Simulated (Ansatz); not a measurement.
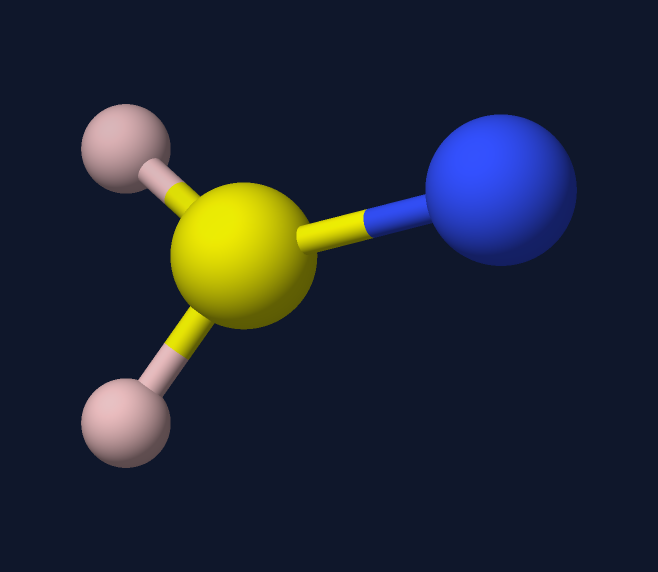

Ball-and-stick drawing of a structure. Every bond is drawn as one stick, whatever its order. Colours: silicon blue, sulfur yellow, hydrogen pink.

Describe the molecule.

The molecule is H2SSi. All atoms lie on one plane.

The parts below concern this one geometry. Atoms keep their numbers from picture to picture. The geometry was computed by an optimisation with PBE0-D4/def2-TZVP. No frequency run is at hand to confirm it as a minimum.

Geometry

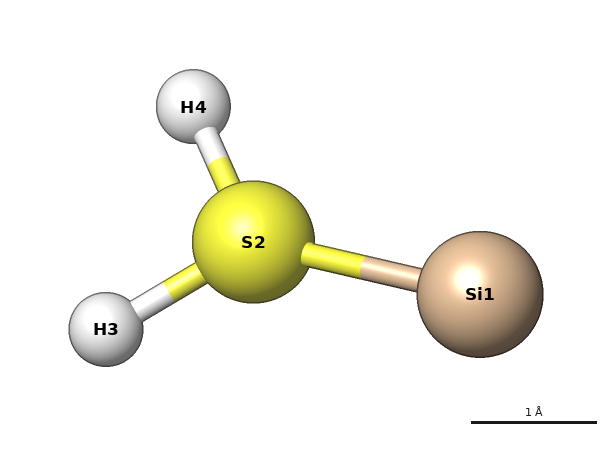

No frequency run is at hand to confirm it as a minimum.

Give these bond angles: Si1–S2–H3, H3–S2–H4.

```
    angle  degrees
Si1–S2–H3    133.1
 H3–S2–H4     93.8
```

Charges

The questions are on Mulliken charges. No frequency run is at hand to confirm it as a minimum. Properties computed with RKS PBE0-D4/def2-TZVP (Ansatz 0.2.0).

List the Mulliken charges.

| atom | value (e) |
| --- | --- |
| Si1 | −0.08 |
| S2 | −0.20 |
| H3 | 0.14 |
| H4 | 0.14 |

Dipole moment

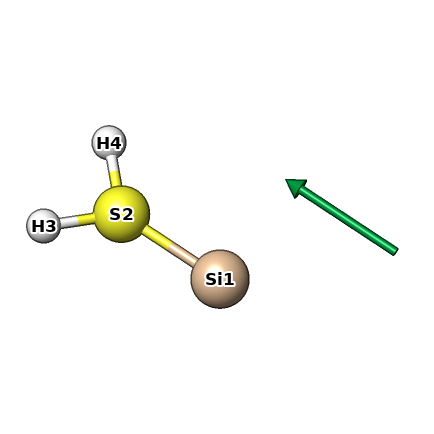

The arrow beside the molecule shows the direction of the dipole moment, from the negative to the positive end (its length means nothing). No frequency run is at hand to confirm it as a minimum. Properties computed with RKS PBE0-D4/def2-TZVP (Ansatz 0.2.0).

**Estimate the dipole moment.**

2.25 D; it points from the side of Si1 to the side of H3, H4 (the outermost atoms at the two ends).

Electronic properties

No frequency run is at hand to confirm it as a minimum. Properties computed with RKS PBE0-D4/def2-TZVPP (Ansatz 0.2.0).

**Give the HOMO energy (Kohn–Sham orbital) at this level.**

−4.79 eV.

**Estimate the LUMO energy (Kohn–Sham orbital).**

−2.19 eV.

Mulliken values depend strongly on the basis set and can even reverse the polarity of a bond.
